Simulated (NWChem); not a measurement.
**One shape, several levels: ZrCl4 (zirconium tetrachloride)**

Aim: a comparison of 3 runs (HF/STO-3G, HF/3-21G, MP2/def2-TZVP) of ZrCl4 (zirconium tetrachloride). 

Program for the calculation: NWChem 7.3.0.

2 further runs of the same task are left out: 2 set aside as unsound or not needed.

### 1 The system as given

The species is ZrCl4 (5 atoms), meant as a singlet with charge 0. SMILES: `Cl[Zr](Cl)(Cl)Cl`. The coordinates come from a PBE0-D4/def2-TZVP relaxation.

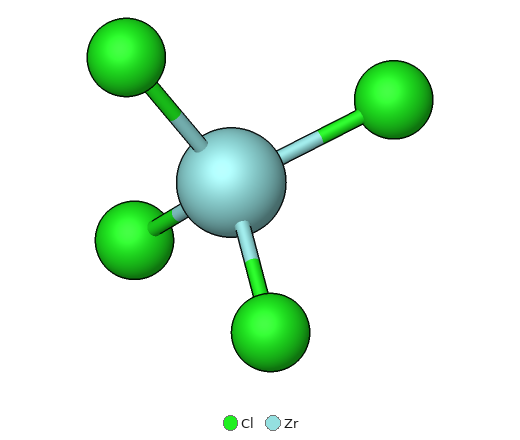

The structure, seen from a chosen angle (chlorine green, zirconium light teal).

### 2 Energy and gradient at HF/STO-3G (run 1)

The input, input.nw:

```
start input
title "Cl4Zr hf"
memory total 2200 mb

geometry units angstroms noautosym nocenter noautoz
 Cl      -0.109970      -0.230800       2.301810
 Zr       0.000020       0.000000      -0.000020
 Cl       1.545400      -1.499220      -0.853260
 Cl      -2.081750      -0.430080      -0.919260
 Cl       0.646280       2.160110      -0.529270
end

basis spherical bse
 * library STO-3G
end

scf
 nopen 0
 rhf
 thresh 1e-08
 maxiter 80
end

task scf gradient
```

Command:

```sh
$ nwchem input.nw > input.out
```

The program printed:

```text
[...]
  functions       =    63
[...]
  wavefunction    = RHF
[...]
         Total SCF energy =  -5322.029031369361
      One-electron energy =  -9095.978992892933
      Two-electron energy =   2909.839536118436
 Nuclear repulsion energy =    864.110425405136
        Time for solution =      6.9s
[...]
                         RHF ENERGY GRADIENTS
    atom               coordinates                        gradient
                 x          y          z           x          y          z
   1 Cl     -0.207813  -0.436149   4.349790    0.000028   0.000061  -0.000604
   2 Zr      0.000038   0.000000  -0.000038   -0.000008   0.000000  -0.000000
   3 Cl      2.920383  -2.833115  -1.612428   -0.000400   0.000387   0.000221
   4 Cl     -3.933937  -0.812733  -1.737150    0.000550   0.000114   0.000244
   5 Cl      1.221292   4.082016  -1.000175   -0.000170  -0.000562   0.000139
[...]
```

Wall time 9.6 s (1 thread of Intel Xeon 6975P-C (Granite Rapids), shared host); peak memory 0.097 GiB.

### 3 Energy and gradient at HF/3-21G (run 2)

The input, test.nw:

```
start test
title "Cl4Zr"
memory total 2200 mb
geometry units angstrom noautosym nocenter noautoz
  Cl   -0.109970   -0.230800    2.301810
  Zr    0.000020    0.000000   -0.000020
  Cl    1.545400   -1.499220   -0.853260
  Cl   -2.081750   -0.430080   -0.919260
  Cl    0.646280    2.160110   -0.529270
end
basis "ao basis" spherical bse
  * library 3-21G
end
scf
  thresh 1e-08
  maxiter 80
end
task scf gradient
```

Command:

```sh
$ nwchem test.nw > test.out
```

The program printed:

```text
[...]
  functions       =    88
[...]
  wavefunction    = RHF
[...]
         Total SCF energy =  -5351.558659604649
      One-electron energy =  -9116.256650410529
      Two-electron energy =   2900.587565400744
 Nuclear repulsion energy =    864.110425405136
        Time for solution =     12.1s
[...]
                         RHF ENERGY GRADIENTS
    atom               coordinates                        gradient
                 x          y          z           x          y          z
   1 Cl     -0.207813  -0.436149   4.349790    0.001167   0.002450  -0.024434
   2 Zr      0.000038   0.000000  -0.000038   -0.000008   0.000000   0.000001
   3 Cl      2.920383  -2.833115  -1.612428   -0.016400   0.015910   0.009055
   4 Cl     -3.933937  -0.812733  -1.737150    0.022102   0.004566   0.009760
   5 Cl      1.221292   4.082016  -1.000175   -0.006860  -0.022927   0.005618
[...]
```

It took 15 s on 1 thread of Intel Xeon 6975P-C (Granite Rapids), shared host; peak memory 0.099 GiB.

### 4 Energy and forces at MP2/def2-TZVP (core potential) (run 3)

The input, nw.nw:

```
start nw
title "Cl4Zr mp2"
memory 2200 mb

geometry units angstrom noautosym nocenter noautoz
  Cl   -0.109970   -0.230800    2.301810
  Zr    0.000020    0.000000   -0.000020
  Cl    1.545400   -1.499220   -0.853260
  Cl   -2.081750   -0.430080   -0.919260
  Cl    0.646280    2.160110   -0.529270
end

basis "ao basis" spherical bse
  * library def2-TZVP
end

ecp bse
  Zr library def2-TZVP
end

scf
  thresh 1e-08
  maxiter 80
end

mp2
  freeze core 20
  tight
end

task mp2 gradient
```

Command:

```sh
$ nwchem nw.nw > nw.out
```

The program printed:

```text
[...]
  functions       =   188
[...]
  wavefunction    = RHF
[...]
         Total SCF energy =  -1884.919846990022
      One-electron energy =  -3475.203036748187
      Two-electron energy =   1161.215030739734
 Nuclear repulsion energy =    429.068159018431
        Time for solution =    113.4s
[...]
          Total MP2 energy         -1885.964509142216
[...]
                         mp2 ENERGY GRADIENTS
    atom               coordinates                        gradient
                 x          y          z           x          y          z
   1 Cl     -0.207813  -0.436149   4.349790    0.000026   0.000056  -0.000556
   2 Zr      0.000038   0.000000  -0.000038   -0.000005   0.000000  -0.000001
   3 Cl      2.920383  -2.833115  -1.612428   -0.000371   0.000359   0.000205
   4 Cl     -3.933937  -0.812733  -1.737150    0.000506   0.000105   0.000224
   5 Cl      1.221292   4.082016  -1.000175   -0.000156  -0.000520   0.000128
[...]
```

Run time: 6.1 min. Hardware: 1 thread of Intel Xeon 6975P-C (Granite Rapids), shared host; peak memory 1.4 GiB.

### 5 The series

| run | level | module | core potential | energy (Eh) | dipole moment (D) | HOMO energy (eV) | LUMO energy (eV) | wall time |
| --- | --- | --- | --- | --- | --- | --- | --- | --- |
| 1 | HF/STO-3G | scf | – | -5322.029031 | 0.00 | -11.37 | 3.18 | 9.6 s |
| 2 | HF/3-21G | scf | – | -5351.558660 | 0.00 | -13.41 | -0.86 | 15 s |
| 3 | MP2/def2-TZVP (core potential) | mp2 | def2-TZVP | -1885.964509 | 0.00 | -12.98 | 0.98 | 6.1 min |

### 6 What came out

| quantity | value |
| --- | --- |
| run 3: total energy | -1885.96451 Eh |
| run 3: dipole moment (of the density that the program reports) | 0.00 D |
| run 3: HOMO energy (Hartree–Fock orbitals) | -12.98 eV |
| run 3: LUMO energy (Hartree–Fock orbitals) | 0.98 eV |
| run 3: HOMO–LUMO gap (Hartree–Fock orbitals) | 13.97 eV |
| run 3: correlation energy (20 core orbitals frozen) | -1044.7 mEh |
| run 3: largest force on an atom | 0.029 eV/Å |

**Reading.** Some runs of one species differ in core potentials or relativity; totals across that change don't compare. In run 1 the basis is minimal, so the values are rough. In runs 1, 2 relativity is left out where basis or elements ask for it. All runs together took 6.6 min, the longest 6.1 min.
